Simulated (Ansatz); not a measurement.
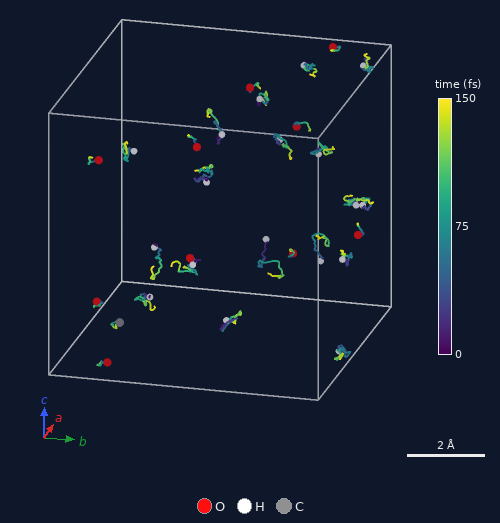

Molecular dynamics of a periodic cell with 8 H2O + 1 HCOOH at 0.802 g/cm³, 150 fs long. Lines trace each atom's path, coloured by time; spheres stand at the starting positions. Seen from a free direction in the simulation cell.

All numbers below come from DFT PBE, scalar-relativistic, plane waves, PAW in Ansatz. Run with plane-wave cutoff 420 eV; k-point mesh 1 × 1 × 1; Fermi-Dirac smearing 0.02 eV; Langevin thermostat (NVT); set temperature 300 K; time step 0.5 fs; friction 0.02 per fs.

How do the atoms move?

Answer. Root-mean-square distances from the starting positions over the second half, with the common drift of all atoms taken out: H 0.47 Å, O 0.28 Å, C 0.20 Å. The heavy atoms stay within a fraction of a molecule's size of their starting places; so short a run doesn't tell a liquid from a solid. Over the second half the temperature averages 310 K (spread ±36 K). The potential energy in the second half lies on average 27.0 meV per atom above the first frame.

Limits of the set-up: the periodic images lie only 7.3 Å apart, so the values are limited by the cell's size.
